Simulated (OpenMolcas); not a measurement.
# CH6ClSi2 (SMILES C[Si]([SiH3])Cl) at 6 levels

We compute a comparison of 6 runs (UHF/STO-3G, U-revPBE/def2-SVP, UBHLYP/def2-SVP, UM06-2X/def2-SVP, UPBE0/def2-SVP, ROMP2/def2-SVP) of CH6ClSi2. 

The calculation is run with OpenMolcas 26.06.

**1. The molecule**

CH6ClSi2 has 10 atoms, charge 0, and is taken as a doublet. SMILES: `C[Si]([SiH3])Cl`. The coordinates come from a PBE0-D4/def2-TZVP relaxation.

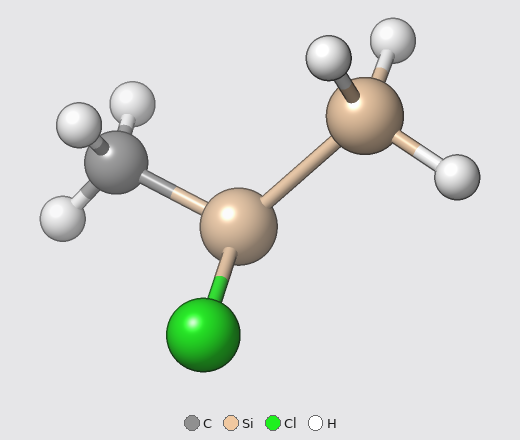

The structure, seen from a chosen angle (carbon grey, silicon light orange, chlorine green, hydrogen white).

**2. Energy and forces at UHF/STO-3G (run 1)**

Contents of geom.xyz:

```xyz
10

C     -0.817600     1.375900    -0.759000
Si    -0.393400    -0.447400    -0.745400
Si     1.253500    -1.073900     0.791400
Cl    -2.123100    -1.512600    -0.330000
H      0.078700     1.966200    -0.965000
H     -1.223500     1.680800     0.209700
H     -1.561600     1.592100    -1.528300
H      1.490500    -2.535600     0.676400
H      0.871400    -0.750900     2.195100
H      2.508200    -0.345800     0.457800
```

Contents of run.inp:

```
&GATEWAY
  BASLIB=$CurrDir
  COORD=geom.xyz
  BASIS=STO-3G
  GROUP=NoSym

&SEWARD

&SCF
  UHF
  SPIN=2
  THRESHOLDS=1e-10 1e-07 1e-07 1e-05
  PRORBITALS=1

&ALASKA
```

The basis set STO-3G is read from a file made from the Basis Set Exchange's data (not shown).

Launch:

```
$ export MOLCAS_MEM=1860
$ pymolcas run.inp > run.log
```

The log of the run:

```text
--- Start Module: gateway ---
[...]
--- Stop Module: gateway /rc=_RC_ALL_IS_WELL_ ---
[...]
      Basis functions           38
[...]
--- Start Module: scf ---
[...]
       Convergence after  15 Iterations
[...]
::    Total SCF energy                              -1066.7289076482
[...]
      Total spin, S                                     0.5009277901
[...]
      Total electronic charge=   57.000000
      Total            charge=   -0.000000
[...]
      Dipole Moment (debye):
      Origin of the operator (angstrom)=   -0.5305   -0.7096   -0.1680
                   X=  2.8093E+00               Y=  1.5869E+00               Z= -7.9878E-01           Total=  3.3239E+00
      Quadrupole Moment (debye*angstrom):
[...]
 *              Molecular gradients               *
 **************************************************
  Irreducible representation: a
 ------------------------------------------------------------------------------------------
                              X                       Y                       Z
 ------------------------------------------------------------------------------------------
  C1                2.85721416698281E-03   -8.53125942501975E-04   -4.80193372577165E-03
  SI2              -3.69428718365139E-02    1.77311634667454E-03   -7.56178630593674E-03
  SI3              -3.68674716466266E-03   -6.51224430673558E-04   -3.82806103767841E-03
  CL4               1.56936468414557E-02    6.52154661412752E-03   -4.75652361730927E-03
  H5                8.20334898326314E-03    3.21549826826528E-03   -1.94219898045411E-03
  H6               -2.98585807244001E-03   -1.59637569371718E-03    8.97884789033432E-03
  H7               -5.71122525648704E-03   -6.23717909056687E-04   -6.47007021295520E-03
  H8                3.89318338343370E-03   -3.22942376314508E-02   -3.25626193355734E-03
[...]
```

It took 3.6 s on 1 thread of Intel Xeon Platinum 8259CL at 2.50GHz (Skylake/Cascade Lake), shared host; peak memory 0.37 GiB.

**3. Energy and forces at U-revPBE/def2-SVP (run 2)**

Contents of coord.xyz:

```xyz
10

C     -0.817600     1.375900    -0.759000
Si    -0.393400    -0.447400    -0.745400
Si     1.253500    -1.073900     0.791400
Cl    -2.123100    -1.512600    -0.330000
H      0.078700     1.966200    -0.965000
H     -1.223500     1.680800     0.209700
H     -1.561600     1.592100    -1.528300
H      1.490500    -2.535600     0.676400
H      0.871400    -0.750900     2.195100
H      2.508200    -0.345800     0.457800
```

Contents of test.input:

```
&GATEWAY
  BasLib=$CurrDir
  Coord=coord.xyz
  Basis=def2-SVP
  Group=NoSym

&SEWARD
  GridInput
  Grid=UltraFine
  End of Grid

&SCF
  UHF
  Spin=2
  KSDFT=revPBE
  Thresholds=1e-10 1e-07 1e-07 1e-05
  PrOrbitals=1 1

&ALASKA
```

The basis set def2-SVP is read from a file made from the Basis Set Exchange's data (not shown).

Launch:

```
$ export MOLCAS_MEM=1860
$ pymolcas test.input > test.log
```

The log of the run:

```text
--- Start Module: gateway ---
[...]
--- Stop Module: gateway /rc=_RC_ALL_IS_WELL_ ---
[...]
      Basis functions           98
[...]
--- Start Module: scf ---
[...]
       Convergence after  15 Iterations
[...]
::    Total KS-DFT energy                           -1080.3327740396
[...]
      Total spin, S                                     0.5012129510
[...]
      Total electronic charge=   57.000000
      Total            charge=   -0.000000
[...]
      Dipole Moment (debye):
      Origin of the operator (angstrom)=   -0.5305   -0.7096   -0.1680
                   X=  6.1753E-01               Y=  1.5102E+00               Z= -1.4498E-01           Total=  1.6380E+00
      Quadrupole Moment (debye*angstrom):
[...]
 *              Molecular gradients               *
 **************************************************
  Irreducible representation: a
 ------------------------------------------------------------------------------------------
                              X                       Y                       Z
 ------------------------------------------------------------------------------------------
  C1               -1.42471222489360E-03    1.23785670140109E-03   -6.83321405055004E-05
  SI2              -9.09674454778475E-03    1.98688517161694E-03    6.49466333375237E-03
  SI3               1.44388230214965E-03   -7.40570298431553E-04    1.41586473133160E-03
  CL4               1.16773621962132E-02    7.89009620275927E-03   -2.71377219840918E-03
  H5               -8.80005824786689E-03   -6.48869165152632E-03    2.18429838632805E-03
  H6                4.32778140926415E-03   -3.61582760487655E-03   -9.79742240263448E-03
  H7                7.73606071944766E-03   -2.57457709245368E-03    7.88355122760853E-03
  H8               -1.30548604530456E-03    6.73204669749161E-03    2.07918403963295E-04
[...]
```

It took 76 s on 1 thread of Intel Xeon Platinum 8259CL at 2.50GHz (Skylake/Cascade Lake), shared host; peak memory 0.55 GiB.

Runs 3 to 5 aren't shown in full; the table further down has their settings and results.

**4. The energy at ROMP2/def2-SVP (run 6)**

Contents of run.inp:

```
&gateway
baslib = $CurrDir
coord
10
bohr
C     -1.54504008     2.60007417    -1.43430213
Si    -0.74341826    -0.84546347    -1.40860185
Si     2.36877170    -2.02937689     1.49552926
Cl    -4.01207754    -2.85839974    -0.62360962
H      0.14872145     3.71557951    -1.82358571
H     -2.31207991     3.17625167     0.39627557
H     -2.95099632     3.00863296    -2.88806844
H      2.81663679    -4.79158956     1.27821075
H      1.64670734    -1.41899535     4.14813782
H      4.73981107    -0.65346729     0.86511662
basis = def2-SVP
group = NoSym
&seward
&scf
uhf
spin = 2
thresholds = 1e-10 1e-07 1e-07 1e-05
prorbitals = 1 2
&rasscf
fileorb = $Project.UnaOrb
spin = 2
nactel = 1 0 0
inactive = 28
ras2 = 1
outorbitals = Canonical
orblisting = Few
&caspt2
ipea = 0.0
frozen = 16
```

The basis set def2-SVP is read from a file made from the Basis Set Exchange's data (not shown).

Launch:

```
$ export MOLCAS_MEM=1860
$ pymolcas run.inp > run.log
```

The log of the run:

```text
--- Start Module: gateway ---
[...]
--- Stop Module: gateway /rc=_RC_ALL_IS_WELL_ ---
[...]
      Basis functions           98
[...]
       Convergence after  15 Iterations
[...]
::    Total SCF energy                              -1078.3894853642
[...]
      Total spin, S                                     0.5030998632
[...]
--- Start Module: rasscf ---
[...]
      Number of active orbitals                  1
[...]
      Spin quantum number                      0.5
[...]
      Active orbitals                            1
[...]
      Number of CSFs                             1
[...]
      Number of root(s) required                 1
[...]
      Convergence after  8 iterations
[...]
      printout of CI-coefficients larger than  0.05 for root  1
      energy=   -1078.387715
      conf/sym  1     Coeff  Weight
             1  u   1.00000 1.00000
      Natural orbitals and occupation numbers for root  1
      sym 1:   1.000000
      ************************************************************************************************************************
      *                                                    Final results                                                     *
[...]
::    RASSCF root number  1 Total energy:  -1078.38771530
[...]
      Total electronic charge=   57.000000
      Total            charge=   -0.000000
[...]
      Dipole Moment (debye):
      Origin of the operator (angstrom)=   -0.5305   -0.7096   -0.1680
                   X=  1.1132E+00               Y=  1.5543E+00               Z= -3.2758E-01           Total=  1.9397E+00
      Quadrupole Moment (debye*angstrom):
[...]
--- Stop Module: rasscf /rc=_RC_ALL_IS_WELL_ ---
[...]
--- Start Module: caspt2 ---
[...]
      E2 (Variational):          -0.4626400029
      Total energy:           -1078.8503553000
[...]
      Reference weight:           0.84288
[...]
::    CASPT2 Root  1     Total energy:  -1078.85035530
[...]
```

Run time: 22 s. Hardware: 1 thread of Intel Xeon Platinum 8259CL at 2.50GHz (Skylake/Cascade Lake), shared host; peak memory 0.55 GiB.

**5. All runs side by side**

```
run              level  integration grid      task   energy (Eh)  dipole moment (D)  HOMO energy (eV)  LUMO energy (eV)  wall time
  1         UHF/STO-3G                 –  gradient  -1066.728908               3.32             -6.45              5.11      3.6 s
  2  U-revPBE/def2-SVP         UltraFine  gradient  -1080.332774               1.64             -4.73             -3.19       76 s
  3    UBHLYP/def2-SVP         UltraFine  gradient  -1080.522900               1.78             -6.74             -1.65       70 s
  4   UM06-2X/def2-SVP         UltraFine    energy  -1080.473794               1.80             -6.71             -1.76       83 s
  5     UPBE0/def2-SVP         UltraFine  gradient  -1080.106993               1.76             -5.86             -2.48       70 s
  6     ROMP2/def2-SVP                 –    energy  -1078.850355                  –                 –                 –       22 s
```

**6. Results**

| quantity | value |
| --- | --- |
| run 6: total energy | -1078.85036 Eh |

Over runs 1, 2, 3, 4, 5 the dipole moment (its size) runs from 1.64 D (U-revPBE/def2-SVP) to 3.32 D (UHF/STO-3G). The two ends differ in method and basis. Totals of different functionals can't be ranked against each other. In run 1 the basis is minimal, so the values are rough. All runs together took 5.4 min, the longest 83 s.
